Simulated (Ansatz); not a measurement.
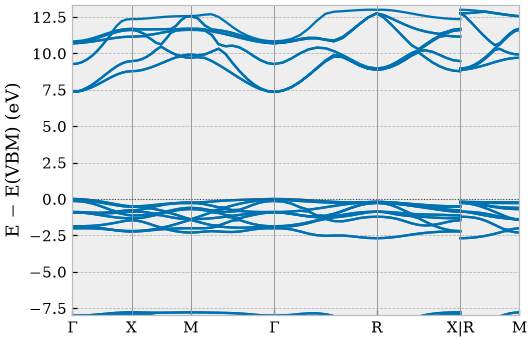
Fig. 1. Band structure from DFT-r²SCAN with spin–orbit coupling in the program Ansatz with PAW potentials

Q: Read off the gap and where the band edges lie.

A: About 7.4 eV (7.36 eV by a search for the band edges); maximum at Γ, minimum at Γ.

The material is BaLiF3 (cubic perovskite, Pm-3m).

The first step of the workflow began from a Materials Project structure, measured or hypothetical; the Crystallography Open Database copy checked does not list it. Whether it is the stable phase at ambient conditions was not checked. Symmetry was held in the r²SCAN relaxation; its stability against distortions is not shown here.

Potentials: the later of the program's two PAW sets.
